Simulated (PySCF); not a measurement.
# Excited-state calculation, with input and output: C7H9BO

The run: excited-state calculation of C7H9BO, SMILES Bc1cccc(OC)c1. Method and program: TDDFT PBE0/6-31++G**, vertical, gas phase, core orbitals frozen in the response (PySCF 2.14.0).

The geometry comes from this level: GFN2-xTB. It belongs to a series of runs on one base structure; here: PBE0/6-31++G**; 3 states; guess vsap.

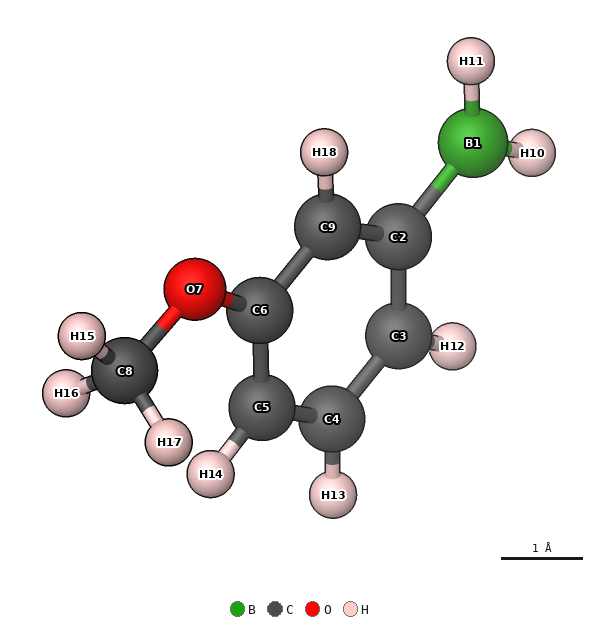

Fig. 1: The input geometry (ball-and-stick view, seen at a tilt; atoms are numbered from 1 in the order of the input). Bond lengths as drawn: B–C 1.55 Å, B–H 1.17 Å, C–C 1.38 to 1.40 Å, C–H 1.08 to 1.10 Å and C–O 1.36 to 1.41 Å.

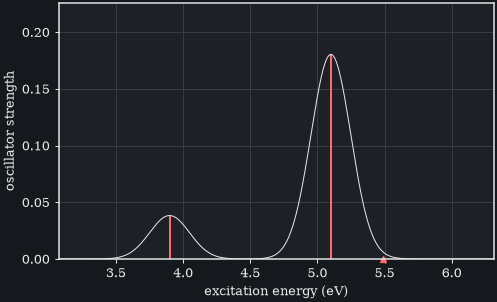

Fig. 2: Computed excitations as sticks (degenerate states added up, dark ones marked on the axis), with a Gaussian envelope of 0.35 eV full width at half maximum, scaled to the tallest. Of the 3 states the lowest lies at 3.90 eV (f = 0.038); the strongest line is at 5.10 eV, or 243 nm (f = 0.180).

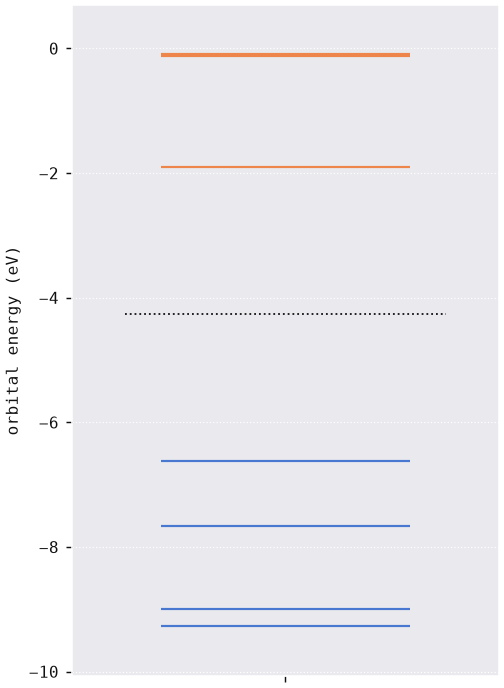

Fig. 3: Orbital energies near the frontier; the dotted line parts filled from empty levels, and levels within 0.02 eV of each other stand side by side. Highest filled −6.62 eV, lowest empty −1.91 eV, 4.71 eV apart.

The input and output of the run follow.

## The input
```
{"job": {"kind": "uv", "xc": "PBE0", "basis": "6-31++G**", "nstates": 3, "ntriplets": 2, "tda": false, "scf": {"guess": "vsap"}}, "charge": 0, "multiplicity": 1}
B     -3.045625    -1.139659    -0.189311
C     -1.719918    -0.347131    -0.150036
C     -1.684237     1.040869    -0.362622
C     -0.495174     1.737339    -0.324695
C      0.703806     1.085159    -0.073983
C      0.703206    -0.289168     0.140732
O      1.813104    -1.040277     0.395628
C      3.062564    -0.398351     0.452866
C     -0.503099    -0.984808     0.099903
H     -4.053892    -0.585548    -0.398684
H     -3.043587    -2.294708    -0.009818
H     -2.606276     1.567353    -0.558876
H     -0.485260     2.805416    -0.490845
H      1.619231     1.656310    -0.049577
H      3.787066    -1.182623     0.666336
H      3.316724     0.076686    -0.500539
H      3.095967     0.349578     1.252055
H     -0.473360    -2.050119     0.269813
```

The first line tells a small driver script what to run in PySCF; the rest is the geometry in Å.

Launched with:
```bash
OMP_NUM_THREADS=1 python <driver script> task.json out
```

## Output
```
final grid: 149224 points
cycle   1  E = -364.7272783075  dE =  5.574e+00  |g| = 4.183e+00  |ddm| = 3.616e+02
cycle   2  E = -340.2053520860  dE =  2.452e+01  |g| = 9.748e+00  |ddm| = 3.706e+02
cycle   3  E = -370.1965418030  dE = -2.999e+01  |g| = 2.418e+00  |ddm| = 2.590e+02
cycle   4  E = -371.2101079668  dE = -1.014e+00  |g| = 1.398e+00  |ddm| = 5.478e+01
cycle   5  E = -371.7380385192  dE = -5.279e-01  |g| = 3.969e-01  |ddm| = 1.018e+01
cycle   6  E = -371.7589595064  dE = -2.092e-02  |g| = 2.533e-01  |ddm| = 5.424e+00
cycle   7  E = -371.7770526568  dE = -1.809e-02  |g| = 5.085e-02  |ddm| = 4.659e+00
cycle   8  E = -371.7775852726  dE = -5.326e-04  |g| = 2.160e-02  |ddm| = 5.895e-01
cycle   9  E = -371.7776908161  dE = -1.055e-04  |g| = 8.003e-03  |ddm| = 5.652e-01
cycle  10  E = -371.7777094694  dE = -1.865e-05  |g| = 2.327e-03  |ddm| = 1.717e-01
cycle  11  E = -371.7777109603  dE = -1.491e-06  |g| = 4.964e-04  |ddm| = 3.705e-02
cycle  12  E = -371.7777110452  dE = -8.495e-08  |g| = 1.405e-04  |ddm| = 8.170e-03
cycle  13  E = -371.7777110527  dE = -7.543e-09  |g| = 6.295e-05  |ddm| = 6.370e-03
cycle  14  E = -371.7777110536  dE = -8.916e-10  |g| = 1.410e-05  |ddm| = 4.636e-04
converged SCF energy = -371.7777110536

Static polarisability (au): isotropic 100.317, principal 58.007 104.894 138.050

Singlet excitations
state   eV       nm        f      main configurations
  1   3.8998    317.9   0.03831   H->L 0.96
  2   5.1009    243.1   0.18035   H-1->L 0.87, H->L+1 0.10
  3   5.4866    226.0   0.00025   H-2->L 0.94

Triplet excitations (Tamm-Dancoff, eV): 3.0942 3.6337
```

## Key numbers

- outcome: converged
- total energy: −371.777711 hartree
- HOMO: −6.62 eV
- LUMO: −1.91 eV
- dipole moment: 2.93 D
- mean polarisability: 100.32 a.u.
- lowest singlet excitation: 3.90 eV
- hardware: 1 CPU thread, shared host
- wall time: 46 s
- peak memory: 0.91 GiB

Settings chosen away from the usual ones: PBE0/6-31++G**; 3 states; guess vsap.
